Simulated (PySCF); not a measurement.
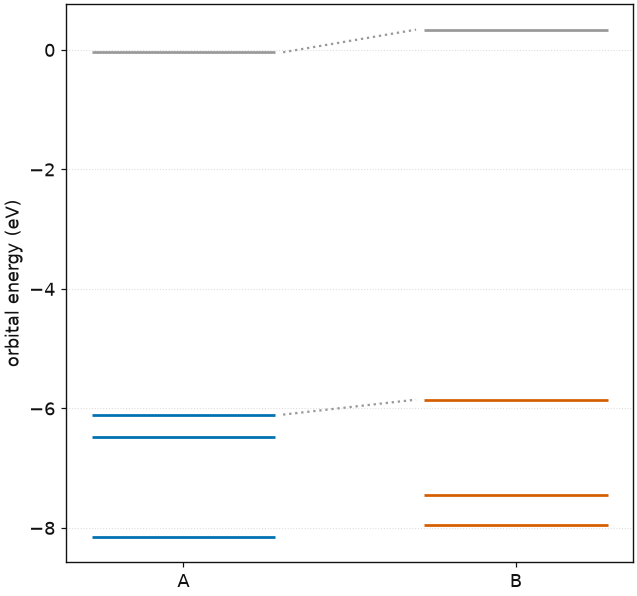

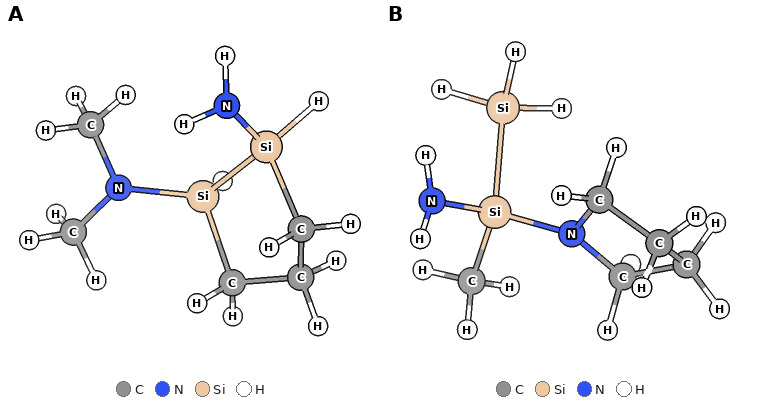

Related molecules: A is C₅H₁₆N₂Si₂, SMILES CN(C)[Si@@H]1CCC[Si@@H]1N; B is C₅H₁₆N₂Si₂, SMILES C[Si@](N)([SiH3])N1CCCC1. Frontier orbital energies, PBE0/def2-SVPD, PySCF, at a PBE0-D3(BJ)/def2-SVP geometry (no frequency check); drawn are at most three filled levels and, in grey, the LUMO with any level within 0.03 eV of it; dotted lines join the HOMOs and the LUMOs.

What does the change do to the frontier levels?

From A to B the HOMO rises by 0.25 eV and the LUMO rises by 0.38 eV, so the separation goes from 6.06 to 6.19 eV.

Does the ΔSCF ionisation energy follow the HOMO?

A: −ε(HOMO) 6.10, ΔSCF 7.70 eV; B: −ε(HOMO) 5.85, ΔSCF 7.44 eV.

Caveats, for all or some of the runs: empty levels above zero depend strongly on the basis; one conformer of a flexible molecule.
